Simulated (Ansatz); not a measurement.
**WH$_{5}$O$_{2}$F: geometry relaxation (part 2 of 2)**

WH$_{5}$O$_{2}$F; RKS PBE/def2-SVP (Ansatz 0.2.0). It belongs to a series of runs on one base structure; here: end point B relaxed.

Geometry of the input (Å):
```
W  -0.7436  0.0594  -0.2983
H  1.8765  0.0619  0.9644
F  2.2725  0.2052  0.1284
H  -0.2581  1.1761  0.9025
O  -2.5937  -0.0993  -0.2445
H  -3.0400  -0.1955  0.6287
H  -0.0664  -1.1252  0.7386
O  0.2794  0.2703  -1.8303
H  1.2437  0.3133  -1.6032
```

**Trajectory as extended XYZ, continued**
```
9
Properties=species:S:1:pos:R:3:forces:R:3 step=7 energy=-8707.22651
W    -0.4000    0.0539   -0.2261    0.0413   0.0513   0.1248
H     1.0163    0.1143    0.9905   -0.8684  -0.1601   0.6521
F     1.7379    0.1893    0.1382    1.2998   0.1152  -0.6938
H    -0.1792    1.2908    0.9444   -0.0141  -0.0507  -0.1195
O    -2.2419   -0.0694   -0.1098   -0.3261  -0.0629   0.0157
H    -2.7102   -0.1916    0.7445   -0.0242   0.0157  -0.0302
H    -0.0302   -1.3439    0.7194    0.0069   0.1884  -0.1999
O     0.3913    0.2915   -1.9306    0.2190  -0.1180   0.3038
H     1.3861    0.3311   -1.8843   -0.3343   0.0212  -0.0529
9
Properties=species:S:1:pos:R:3:forces:R:3 step=8 energy=-8707.46021
W    -0.3575    0.0645   -0.2047    1.0355   0.1043   0.1486
H     0.8598    0.0779    1.0525   -1.3447  -0.2220   0.9555
F     1.7244    0.2134    0.1229    1.3748   0.1289  -1.2145
H    -0.1562    1.3399    0.9265   -0.1904  -0.0496  -0.1994
O    -2.2018   -0.0747   -0.0893   -0.4534  -0.0326   0.1851
H    -2.6760   -0.1929    0.7626   -0.0511   0.0130  -0.1239
H    -0.0223   -1.3729    0.6810   -0.0379   0.1533  -0.2245
O     0.4006    0.2778   -1.9333    0.1329  -0.0761   0.3130
H     1.3992    0.3331   -1.9319   -0.4658  -0.0193   0.1601
9
Properties=species:S:1:pos:R:3:forces:R:3 step=9 energy=-8708.02903
W    -0.3007    0.0687   -0.1871    1.7976   0.1667   0.2344
H     0.6933    0.0599    1.1521   -1.3342  -0.2940   1.1374
F     1.7603    0.2247    0.0423    0.4196   0.0708  -1.2757
H    -0.1618    1.3672    0.9137   -0.1567   0.0642  -0.2467
O    -2.1592   -0.0671   -0.0703   -0.1660  -0.0462   0.2626
H    -2.6471   -0.1950    0.7719   -0.0812   0.0310  -0.1863
H    -0.0198   -1.3973    0.6554   -0.0165   0.0871  -0.2489
O     0.4034    0.2745   -1.9341    0.0194  -0.0553   0.0512
H     1.4018    0.3304   -1.9576   -0.4820  -0.0244   0.2720
9
Properties=species:S:1:pos:R:3:forces:R:3 step=10 energy=-8708.52721
W    -0.2316    0.0739   -0.1662    0.6340   0.1123  -0.4167
H     0.5369    0.0353    1.2662   -0.5629  -0.2638   1.3211
F     1.7666    0.2340   -0.0506    0.2118  -0.0007  -0.5455
H    -0.1612    1.3955    0.9011   -0.0870   0.1219  -0.1761
O    -2.1066   -0.0628   -0.0534    0.2444  -0.0289   0.3377
H    -2.6213   -0.1937    0.7724   -0.0671   0.0435  -0.2522
H    -0.0138   -1.4184    0.6360    0.0573   0.0562  -0.1788
O     0.4015    0.2716   -1.9405    0.1802  -0.0178  -0.2263
H     1.3997    0.3306   -1.9787   -0.6108  -0.0227   0.1369
9
Properties=species:S:1:pos:R:3:forces:R:3 step=11 energy=-8708.76015
W    -0.1813    0.0810   -0.1710   -0.1458  -0.0293   0.8809
H     0.4517   -0.0080    1.4362   -0.6350  -0.0598  -0.2205
F     1.7747    0.2363   -0.1083    0.2158  -0.0223  -0.0006
H    -0.1643    1.4232    0.8727    0.0086   0.0524  -0.0886
O    -2.0645   -0.0622   -0.0459    0.6582   0.0059   0.3247
H    -2.6125   -0.1895    0.7590   -0.0278   0.0450  -0.2821
H     0.0069   -1.4175    0.6089    0.0980  -0.0195  -0.0771
O     0.3834    0.2677   -1.9676    0.3130   0.0352  -0.3790
H     1.3761    0.3351   -1.9978   -0.4849  -0.0076  -0.1577
9
Properties=species:S:1:pos:R:3:forces:R:3 step=12 energy=-8708.85287
W    -0.1249    0.0813   -0.1425   -0.7354  -0.0380  -0.3670
H     0.2671   -0.0428    1.5048    0.2711   0.0119   0.3382
F     1.8156    0.2263   -0.0977   -0.2726  -0.0467   0.2250
H    -0.1300    1.4738    0.8248    0.0399  -0.0644   0.1670
O    -1.9797   -0.0625    0.0080    0.2065  -0.0435   0.4143
H    -2.6345   -0.1773    0.7320    0.1211   0.0521  -0.3561
H     0.0828   -1.4446    0.5691    0.0225   0.0494   0.1515
O     0.3493    0.2684   -1.9863    0.2097   0.0279  -0.0887
H     1.3246    0.3435   -2.0259    0.1372   0.0513  -0.4842
9
Properties=species:S:1:pos:R:3:forces:R:3 step=13 energy=-8708.87426
W    -0.1081    0.0765   -0.1376   -0.6686   0.0120  -0.4822
H     0.2312   -0.0164    1.5512    0.1013  -0.0891   0.0272
F     1.7670    0.2275   -0.0899    1.0733   0.0093   0.5152
H    -0.1303    1.4570    0.8743    0.0203  -0.2172  -0.0805
O    -1.9448   -0.0593    0.0151   -0.3278  -0.0736   0.3637
H    -2.6076   -0.1752    0.7257   -0.0451   0.0376  -0.2512
H     0.0558   -1.4668    0.6035    0.0597   0.3513  -0.0167
O     0.3646    0.2726   -2.0122    0.3522  -0.0121   0.1566
H     1.3423    0.3501   -2.1440   -0.5653  -0.0182  -0.2320
9
Properties=species:S:1:pos:R:3:forces:R:3 step=14 energy=-8708.96991
W    -0.0795    0.0811   -0.1162    0.1170  -0.0259   0.5507
H     0.2345   -0.0455    1.6003   -0.0980   0.0091  -0.2110
F     1.8209    0.2125    0.0161    0.0113  -0.0024   0.0017
H    -0.1256    1.4481    0.8932    0.0487  -0.0844   0.0668
O    -1.9156   -0.0609    0.0098   -0.1818  -0.0309   0.1400
H    -2.6511   -0.1669    0.6390   -0.0761   0.0051  -0.0847
H     0.0837   -1.4330    0.6378    0.0391   0.0732   0.0850
O     0.3416    0.2689   -1.9674    0.8238   0.1136  -0.7012
H     1.2612    0.3617   -2.3264   -0.6841  -0.0575   0.1528
9
Properties=species:S:1:pos:R:3:forces:R:3 step=15 energy=-8708.99934
W    -0.0632    0.0816   -0.1052    0.1349  -0.0081   0.0386
H     0.1965   -0.0533    1.6119    0.0076   0.0232  -0.1086
F     1.8337    0.2090    0.0309   -0.1114  -0.0071   0.0737
H    -0.1002    1.4247    0.9318    0.0104  -0.0310   0.0245
O    -1.9039   -0.0628    0.0136   -0.1566  -0.0244   0.2492
H    -2.6808   -0.1623    0.5995    0.1499   0.0239  -0.2185
H     0.1115   -1.4093    0.6846   -0.0052   0.0145   0.0266
O     0.3451    0.2700   -1.9795    0.4868   0.0608  -0.2786
H     1.2317    0.3685   -2.4013   -0.5164  -0.0520   0.1931
9
Properties=species:S:1:pos:R:3:forces:R:3 step=16 energy=-8709.00587
W    -0.0270    0.0766   -0.1056   -0.2151   0.0830   0.3563
H     0.1570   -0.0502    1.6233    0.0557   0.0004  -0.0827
F     1.8515    0.2029    0.0839   -0.0040  -0.0156  -0.0780
H    -0.0983    1.4041    0.9457    0.0838  -0.0094   0.0155
O    -1.8598   -0.0525    0.0525   -0.0246  -0.0713  -0.1901
H    -2.6872   -0.1666    0.5479   -0.0166   0.0250   0.0092
H     0.1095   -1.4016    0.7149    0.0531   0.0009   0.0128
O     0.3438    0.2803   -1.9908    0.2175  -0.0147  -0.0571
H     1.1809    0.3731   -2.4857   -0.1498   0.0018   0.0141
9
Properties=species:S:1:pos:R:3:forces:R:3 step=17 energy=-8709.01648
W    -0.0312    0.0808   -0.0881   -0.0533  -0.0058  -0.0016
H     0.1842   -0.0480    1.6302    0.0005  -0.0065   0.0018
F     1.8504    0.2002    0.0808    0.0085   0.0036  -0.0576
H    -0.0715    1.4037    0.9706   -0.0109   0.0162   0.0047
O    -1.8696   -0.0617    0.0198   -0.0331   0.0009   0.0646
H    -2.7056   -0.1630    0.5078    0.0517   0.0068  -0.0690
H     0.1264   -1.3940    0.7339    0.0006  -0.0078  -0.0011
O     0.3318    0.2729   -1.9784    0.1068  -0.0033   0.0482
H     1.1552    0.3753   -2.4905   -0.0707  -0.0041   0.0100
9
Properties=species:S:1:pos:R:3:forces:R:3 step=18 energy=-8709.01665
W    -0.0210    0.0801   -0.0670   -0.0570  -0.0067   0.0158
H     0.1815   -0.0515    1.6545    0.0791   0.0019   0.0002
F     1.8625    0.2032    0.0744   -0.0556  -0.0043  -0.0098
H    -0.0482    1.4156    0.9820   -0.0355  -0.0487  -0.0009
O    -1.8580   -0.0610    0.0289    0.3028   0.0351  -0.0960
H    -2.7285   -0.1577    0.4351   -0.2594  -0.0292   0.1068
H     0.1531   -1.4040    0.7414   -0.0367   0.0482   0.0058
O     0.3141    0.2688   -1.9600    0.0468  -0.0014   0.0138
H     1.1147    0.3727   -2.5030    0.0155   0.0052  -0.0358
9
Properties=species:S:1:pos:R:3:forces:R:3 step=19 energy=-8709.01942
W    -0.0215    0.0802   -0.0658    0.0062  -0.0011  -0.0217
H     0.2017   -0.0517    1.6539    0.0179   0.0065  -0.0289
F     1.8611    0.2024    0.0681    0.0189   0.0006   0.0349
H    -0.0604    1.4096    0.9885    0.0018  -0.0147  -0.0030
O    -1.8574   -0.0601    0.0290   -0.0116  -0.0023   0.0208
H    -2.7356   -0.1579    0.4313   -0.0050  -0.0002  -0.0114
H     0.1427   -1.3991    0.7498   -0.0050   0.0133  -0.0021
O     0.3231    0.2681   -1.9570   -0.0176   0.0005  -0.0125
H     1.1164    0.3745   -2.5115   -0.0057  -0.0026   0.0239
9
Properties=species:S:1:pos:R:3:forces:R:3 step=20 energy=-8709.01972
W    -0.0218    0.0802   -0.0670   -0.0098  -0.0020   0.0190
H     0.2089   -0.0503    1.6499   -0.0043   0.0008  -0.0046
F     1.8614    0.2025    0.0731   -0.0011   0.0017  -0.0147
H    -0.0604    1.4078    0.9885    0.0020  -0.0054   0.0009
O    -1.8581   -0.0602    0.0295   -0.0111  -0.0021   0.0200
H    -2.7377   -0.1582    0.4293    0.0128   0.0017  -0.0143
H     0.1412   -1.3979    0.7496    0.0005   0.0037   0.0019
O     0.3208    0.2678   -1.9577    0.0093   0.0026  -0.0176
H     1.1160    0.3743   -2.5090    0.0018  -0.0011   0.0093
```

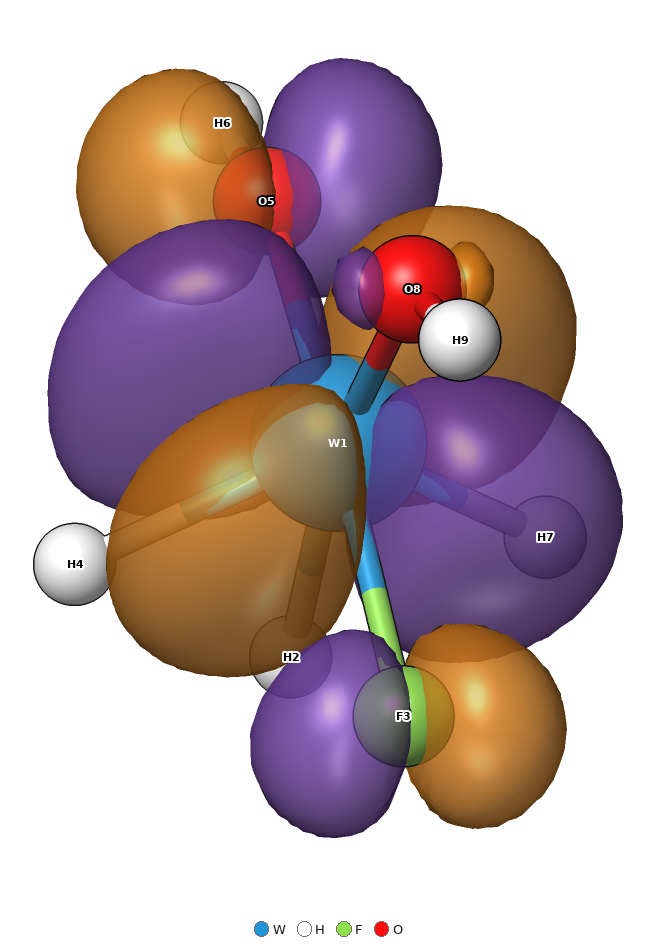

Figure 1. The LUMO at ±0.1 Å⁻³ᐟ² (orange and purple are the two phases), seen at an oblique angle. It lies mainly on W1 (70 %), O5 (15 %) and F3 (10 %). Its energy is −3.26 eV.

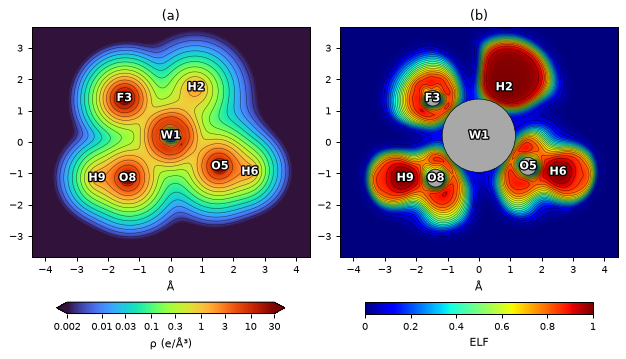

Figure 2. (a) electron density; (b) ELF on the plane of atoms W1, O8 and H9. Grey discs, where drawn, cover atomic cores. The section cuts through W, H, F and O sites. W–O (1.84 Å): ρ at the midpoint is about 1.2 e/Å³; the ELF peaks at about 0.80 in the valence shell of O, 0.5 Å from its nucleus, and drops to about 0.25 between the two atoms. O–H (0.97 Å): ρ at the midpoint is about 3.6 e/Å³, with its minimum of 2.3 e/Å³ about 0.8 Å from O; the ELF climbs to about 1 towards the hydrogen, as it does in any bond to H (a covalent bond by its length). W–O (1.93 Å): ρ at the midpoint is about 1 e/Å³; the ELF peaks at about 0.85 in the valence shell of O, 0.6 Å from its nucleus, and drops to about 0.25 between the two atoms.

**Results in brief**

- outcome: converged
- total energy: −8709.0198 eV
- mean-field energy: −8709.0198 eV
- largest force (length of the vector) at the end: 0.023 eV/Å
- hardware: 2 threads of Intel Xeon (Granite Rapids), 32 GiB of memory available, shared host
- wall time: 23 s (CPU time 43 s)
- peak memory: 0.15 GiB
